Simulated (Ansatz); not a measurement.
# Series on aqueous Mg2+ and TFSI-, by salt concentration

How do pressure, forces, levels, charges and cost change as salt is added?

Computed with Ansatz 0.2.0: Kohn-Sham DFT, PBE+D4, PAW (set soft_2). Every run is a single point, with the atoms held where the recipe put them (cutoff of the plane-wave runs 420 eV, fixed occupations).

First member: 55 H2O, 1 Mg2+, 2 TFSI- placed at random, at 1.25 g/cm³; overlaps pushed apart, then 10 ps at 420 K with divalent ions of Li, Roberts, Chakravorty and Merz (J. Chem. Theory Comput. 9, 2733 (2013)); MMFF94 bonds, angles, torsions, charges and radii (Halgren, J. Comput. Chem. 17, 490 (1996)) in harmonic and 12-6 forms; SPC/E water (Berendsen, Grigera and Straatsma, J. Phys. Chem. 91, 6269 (1987)). Snapshot after 20 ps at 360 K and fixed volume.

Last member: 34 H2O, 3 Mg2+, 6 TFSI- placed at random, at 1.68 g/cm³; overlaps pushed apart, then 10 ps at 420 K with divalent ions of Li, Roberts, Chakravorty and Merz (J. Chem. Theory Comput. 9, 2733 (2013)); MMFF94 bonds, angles, torsions, charges and radii (Halgren, J. Comput. Chem. 17, 490 (1996)) in harmonic and 12-6 forms; SPC/E water (Berendsen, Grigera and Straatsma, J. Phys. Chem. 91, 6269 (1987)). Snapshot after 20 ps at 360 K and fixed volume.

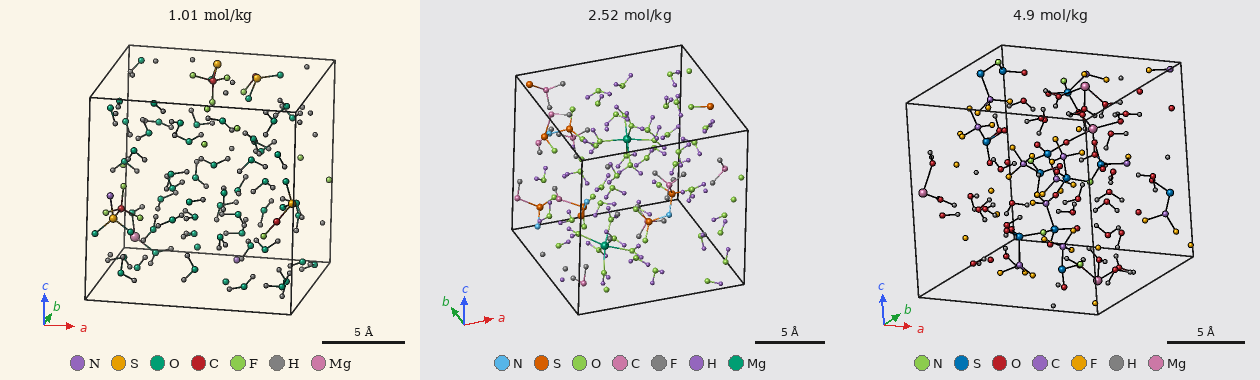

Three members of the series, labelled by salt concentration. Bonds to atoms that aren't drawn are left out. Some periodic images of atoms are drawn too.

The members:

| salt concentration (mol/kg) | reduced formula | atoms | valence electrons | k-mesh | basis | density (g/cm³) |
| --- | --- | --- | --- | --- | --- | --- |
| 1.01 | MgH110C4S4N2O63F12 | 196 | 632 | 1×1×1 | plane waves | 1.25 |
| 2.52 | MgH44C4S4N2O30F12 | 194 | 736 | 1×1×1 | plane waves | 1.48 |
| 4.9 | Mg3H68C12S12N6O58F36 | 195 | 848 | 1×1×1 | plane waves | 1.68 |

Each cell is one sample from a classical run, so sample-to-sample scatter enters every column; pressures lack the kinetic term, and hold the strain of bonds inside molecules, whose lengths the classical model set.

The input of the first member, without its atom lines; other members have their own cell and atoms, and may differ in mesh, basis and outputs:

```yaml
crystal:
  lattice:
    - [12.78775, 0.0, 0.0]
    - [0.0, 12.78775, 0.0]
    - [0.0, 0.0, 12.78775]
  atoms:
    [... 196 lines ...]
kpoints:
  mp_grid: { grid: [1, 1, 1] }
hamiltonian:
  xc: pbe
  dispersion: d4
scf:
  occupations: { method: fixed }
output:
  forces: true
  stress: true
  populations: true
  dos:
    method: { smearing: { sigma: 0.1 } }
    de: 0.1
    projected: { site_lists: { C: [C], F: [F], H: [H], Mg: [Mg], "N": ["N"] } }
  eigenvalues: true
  write_density: true
  write_potential: true
  volumetric_format: npy
```

Predict the trends along the series.

Results; charges are mean Löwdin charges in e:

| salt concentration (mol/kg) | pressure (GPa) | r.m.s. force (eV/Å) | gap (eV) | q(S) | q(N) | q(O) |
| --- | --- | --- | --- | --- | --- | --- |
| 1.01 | -1.71 | 0.743 | 3.80 | +2.17 | -0.80 | -0.70 |
| 2.52 | 0.359 | 0.858 | 4.08 | +2.20 | -0.84 | -0.71 |
| 4.9 | 0.694 | 1.07 | 3.55 | +2.18 | -0.82 | -0.72 |

The gap is that between the highest filled and lowest empty Kohn-Sham level on the run's k-points, and semilocal functionals tend to put gaps under measured ones. The projection misses up to 0.059 e an atom, so the charges add up to more than the cell's charge. Each mean runs over all atoms of an element, whatever their surroundings.

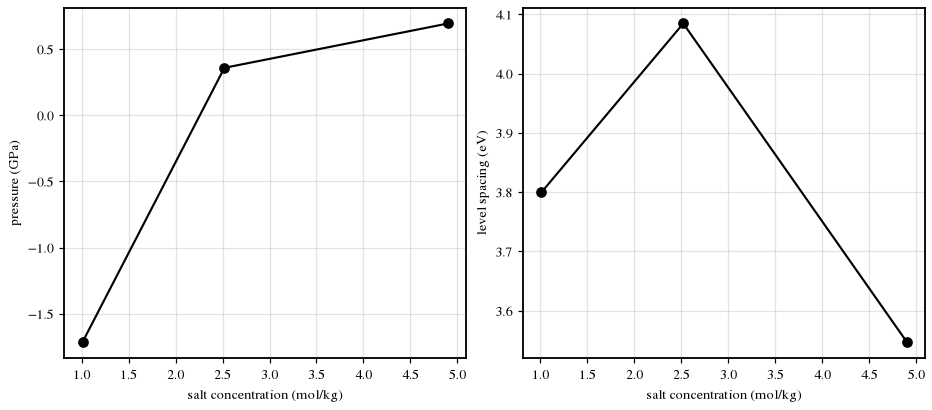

Results against salt concentration.

Cost on 8 threads of Arm Neoverse V1, shared host:

| salt concentration (mol/kg) | atoms | basis | k-mesh | SCF cycles | time | host memory (GiB) | Δ force from the first basis (meV/Å) |
| --- | --- | --- | --- | --- | --- | --- | --- |
| 1.01 | 196 | plane waves | 1×1×1 | 10 | 31 s | 3.2 | - |
| 1.01 | 196 | support functions | 1×1×1 | 14 | 83 s | 5.5 | 12 |
| 2.52 | 194 | plane waves | 1×1×1 | 10 | 40 s | 3.5 | - |
| 2.52 | 194 | support functions | 1×1×1 | 15 | 2.5 min | 7.6 | 11 |
| 4.9 | 195 | plane waves | 1×1×1 | 10 | 44 s | 3.9 | - |
| 4.9 | 195 | support functions | 1×1×1 | 17 | 3.1 min | 7.9 | 9.5 |

The force difference holds the basis error of the plane-wave run too, whose cutoff is lower than the one behind the functions' grid. Times include the outputs that each run asked for, on hosts shared with other jobs.

The gap is lowest at 4.9 mol/kg (3.55 eV) and highest at 2.52 mol/kg (4.08 eV), with no steady trend; in single samples it varies with the configuration. The pressure goes steadily from -1.7 GPa at 1.01 to 0.69 GPa at 4.9 mol/kg; the recipes set unlike densities, and the bond lengths of the classical model enter the pressure too. Support functions take 2.7 to 4.2 times the wall time of plane waves (the times hold unlike extra outputs; shared hosts, so rough). The r.m.s. force goes steadily from 0.74 eV/Å at 1.01 to 1.1 eV/Å at 4.9 mol/kg.

Caveats: The network of contacts between molecules at the start is that of the classical potential that made the cell, and needn't be the one that DFT or experiment would give. For 1 of the 3 members: the concentration wasn't checked against solubility and may exceed it.

[Logs are printed without paths, hosts, clocks, repeated set-up lines and the standing remarks that a program may print on its own settings, such as how far it seeks lower states.]

[Hosts, paths, dates, database ids (printed as entryN), source tags and the programs' standing remarks are cut or masked in the printed files.]

[The MMFF94 radii named for the starting cell were scaled by 0.96; in molecules described by MMFF94, hydrogen bound to N, O or S took a small fixed 12-6 site in their place.]
